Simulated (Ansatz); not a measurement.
# C2H5AlF (SMILES [CH2][Al]([CH3])[F]): UHF/3-21G

Aim: the vertical ionisation energy of C2H5AlF at UHF/3-21G, from 2 runs. 

The results are computed with Ansatz 0.2.0.

55 further runs of the same task are left out: 1 that didn't finish, 54 set aside as unsound or not needed.

## (1) Starting point

C2H5AlF has 9 atoms, charge 0, and is taken as a doublet. As SMILES, `[CH2][Al]([CH3])[F]`. The coordinates come from a PBE0-D4/def2-TZVP relaxation. This is one conformer, not always the lowest.

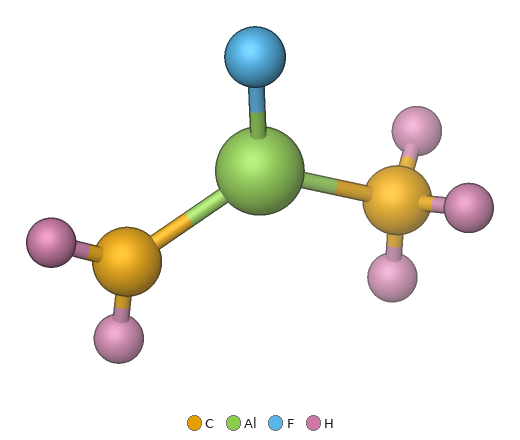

The structure, seen from a chosen angle (carbon amber, aluminium green, fluorine blue, hydrogen pink).

## (2) A single-point energy at UHF/3-21G

in.yaml

```yaml
crystal:
  periodic: [false, false, false]
  atoms:
    - {symbol: C, position_ang: [-0.686400, 1.587500, -0.820000]}
    - {symbol: Al, position_ang: [-0.112800, -0.228700, -0.596500]}
    - {symbol: C, position_ang: [0.607100, -1.002300, 1.029300]}
    - {symbol: F, position_ang: [-0.253200, -1.209400, -1.924700]}
    - {symbol: H, position_ang: [-1.086800, 1.989200, -1.748800]}
    - {symbol: H, position_ang: [-0.649000, 2.336800, -0.031000]}
    - {symbol: H, position_ang: [-0.009300, -1.839800, 1.370600]}
    - {symbol: H, position_ang: [1.611200, -1.403400, 0.860100]}
    - {symbol: H, position_ang: [0.667900, -0.276300, 1.843700]}
basis:
  gaussian:
    orbitals: 3-21G.json
magnetization:
  spin_polarized: true
  initial_magnetization: 1
hamiltonian:
  xc: hf
output:
  orbitals: {seedname: orbitals}
accuracy: high
```

The basis set 3-21G is read from a file made from the Basis Set Exchange's data (not shown).

On the command line:

```
ansatz run in.yaml --threads 1 --pin off --max-ram 3480MiB --events-out events.jsonl --progress --plain --runs-dir runs
```

Output:

```text
Warning: RAYON_NUM_THREADS=1 ignored (pool sized by the plan → 1); use --threads N
Functional definition: HF
  name "HF"
  exchange = exact_x
  correlation = 0
1140 factors; integrals over basis functions are off by at most 5.4e-9 eV
mean field evaluation 1: about -11365.9445 eV, gradient 2.3e1 eV
mean field evaluation 2: about -11365.9407 eV, gradient 2.3e1 eV
mean field evaluation 4: about -11368.1200 eV, gradient 1.5e0 eV
mean field evaluation 8: about -11368.1460 eV, gradient 1.2e-1 eV
mean field -11368.14631517 eV, -417.7716714763 hartree, gradient 1.9e-8 eV, S^2 0.759014; 0 other end points of the search recorded, 0 dependent functions left out
reference -11368.14631517 eV, -417.7716714763 hartree; 20, 19 occupied and 30, 31 virtual orbitals, 1140 factors
Total energy: -11368.14631517 eV, -417.7716714763 hartree
```

Run time: 0.84 s. Hardware: 1 thread of Arm Neoverse V1, shared host; peak memory 0.13 GiB.

## (3) The singlet cation

in.yaml: that of step 2 with these lines changed.

```diff
@@ -13,11 +13,6 @@
 basis:
-  gaussian:
-    orbitals: 3-21G.json
-magnetization:
-  spin_polarized: true
-  initial_magnetization: 1
-hamiltonian:
-  xc: hf
-output:
-  orbitals: {seedname: orbitals}
+  gaussian: {orbitals: 3-21G.json}
+total_charge: 1
+hamiltonian: {xc: hf}
 accuracy: high
+output: {orbitals: {seedname: orbitals}}
```

The basis set 3-21G is read from a file made from the Basis Set Exchange's data (not shown).

On the command line:

```
ansatz run in.yaml --threads 1 --pin off --max-ram 3480MiB --events-out events.jsonl --progress --plain --runs-dir runs
```

Output:

```text
Warning: RAYON_NUM_THREADS=1 ignored (pool sized by the plan → 1); use --threads N
[... 4 set-up lines as earlier in the session ...]
1140 factors; integrals over basis functions are off by at most 5.4e-9 eV
mean field evaluation 1: about -11353.4022 eV, gradient 5.5e1 eV
mean field evaluation 2: about -11353.5291 eV, gradient 5.5e1 eV
mean field evaluation 4: about -11359.0255 eV, gradient 2.9e0 eV
mean field evaluation 8: about -11359.0909 eV, gradient 2.0e-1 eV
mean field evaluation 16: about -11359.0912 eV, gradient 6.2e-8 eV
mean field -11359.09116309 eV, -417.4389007751 hartree, gradient 6.2e-8 eV, S^2 0.000000; 0 other end points of the search recorded, 0 dependent functions left out
reference -11359.09116309 eV, -417.4389007751 hartree; 19, 19 occupied and 31, 31 virtual orbitals, 1140 factors
Total energy: -11359.09116309 eV, -417.4389007751 hartree
```

It took 0.7 s on 1 thread of Arm Neoverse V1, shared host; peak memory 0.1 GiB.

## (4) Outcome

At UHF/3-21G:

| quantity | value |
| --- | --- |
| doublet C2H5AlF: total energy | -417.77167 Eh |
| doublet C2H5AlF: HOMO energy (highest over α and β) | -10.62 eV |
| doublet C2H5AlF: LUMO energy (lowest over α and β) | 1.35 eV |
| doublet C2H5AlF: ⟨S²⟩ | 0.759 |
| singlet cation: total energy | -417.43890 Eh |
| singlet cation: HOMO energy | -16.66 eV |
| singlet cation: LUMO energy | -7.72 eV |
| singlet cation: HOMO–LUMO gap | 8.94 eV |
| vertical ionisation energy (to the singlet cation) | 9.055 eV |

In words: Removing an electron at fixed nuclei costs 9.06 eV (209 kcal/mol). Only the singlet of the ionised species was computed; a triplet could lie lower.
